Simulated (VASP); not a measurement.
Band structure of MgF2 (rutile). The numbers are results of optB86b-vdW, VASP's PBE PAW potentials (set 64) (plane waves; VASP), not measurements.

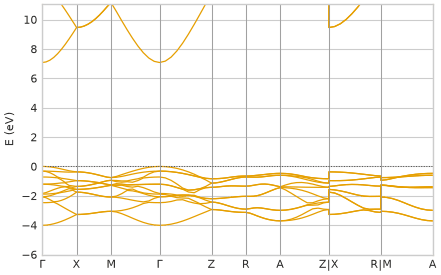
Fig. 1. Bands along high-symmetry lines, zero at the valence-band maximum or, without a gap, the Fermi level

Task: Read the plot: is there a gap, and where are the band edges?

Result: The gap is direct, 7.08 eV, from the valence maximum at Γ to the conduction minimum at Γ. (Edges off the drawn lines would not show.)

Measured: gap 12.40 eV (computed value off by -5.32 eV), as given by Andrés Aguado et al., Journal of the Physical Society of Japan (1999), arXiv:cond-mat/9901145.

The compound is MgF2 in the rutile structure. It was relaxed first.
